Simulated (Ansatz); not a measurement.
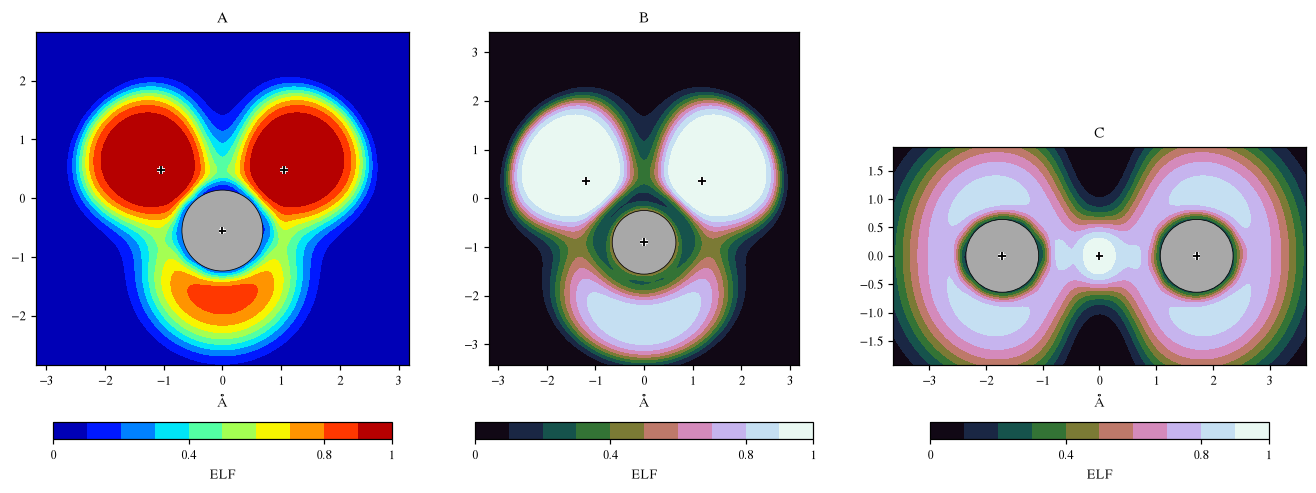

The ELF of 3 systems, each on a plane through atoms (crosses mark nuclei in the plane; grey discs cover the cores).

The calculation used RKS PBE0-D4/def2-TZVPPD (Ansatz).

System 1: Li···H3Sb (charge +1), the plane of atoms H3, Sb2 and H4. Geometry: PBE0-D4/def2-TZVP; core potentials replace the inner electrons of Sb.

```
atom    x (Å)    y (Å)    z (Å)
  Li  -0.6636  -0.0269  -1.4370
  Sb   0.4987   0.0193   1.0817
   H   1.1451  -0.6736  -0.3720
   H   0.0350   1.3757   0.1040
   H  -1.0152  -0.6945   0.6234
```

System 2: HF···H2Se (SMILES F.[SeH2]), the plane of atoms H4, Se3 and H5. Geometry: PBE0-D4/def2-TZVP.

```xyz
5

F    -0.0666    0.3700   -2.1821
H     0.1610    0.2288   -1.2865
Se    0.6285   -0.1399    0.9867
H    -0.3132   -1.2631    1.0644
H    -0.4096    0.8040    1.4175
```

System 3: Br2H (charge −1), a plane that holds the molecular axis. Geometry: PBE0-D4/def2-TZVPD.

```xyz
3

Br   -0.1156    0.1375   -1.7029
Br    0.1156   -0.1375    1.7031
H     0.0000    0.0000   -0.0002
```

**Which map belongs to which system?**

Panel A is system 2, HF···H2Se: the plane holds Se and H. Se–H (1.47 Å): the ELF climbs to about 1 towards the hydrogen, as it does in any bond to H. Panel B is system 1, Li···H3Sb: the plane holds Sb and H. Sb–H (1.74 Å): the ELF climbs to about 1 towards the hydrogen. Panel C is system 3, Br2H: the plane holds Br and H. Br–H (1.71 Å): the ELF climbs to about 1 towards the hydrogen.
